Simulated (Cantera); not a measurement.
Charge: 1 mol TiO2, 4.1 mol C, 0.011 mol CO, held at 0.110 bar.

Equilibrium computed with Cantera from the NASA thermochemical tables; the gas is ideal and each condensed phase is pure. Candidate condensed phases: C, Ti, TiC, TiO, TiO2, Ti2O3, Ti3O5, Ti4O7; 15 gas species. TiC: taken at fixed stoichiometry. Condensed phases not in the tables: Magnéli phases beyond Ti4O7. Kinetics and transport are ignored.

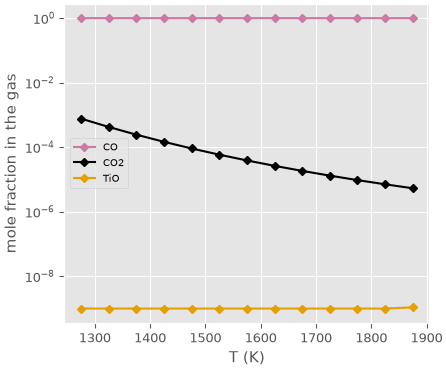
Fig. 1. Equilibrium gas composition (values under 1e-9 drawn at 1e-9)

From 1275 K to 1325 K the condensed part is C(graphite) + Ti4O7(s). From 1375 K to 1425 K the condensed part is C(graphite) + Ti3O5(s). From 1475 K to 1875 K the condensed part is C(graphite) + TiC(s).
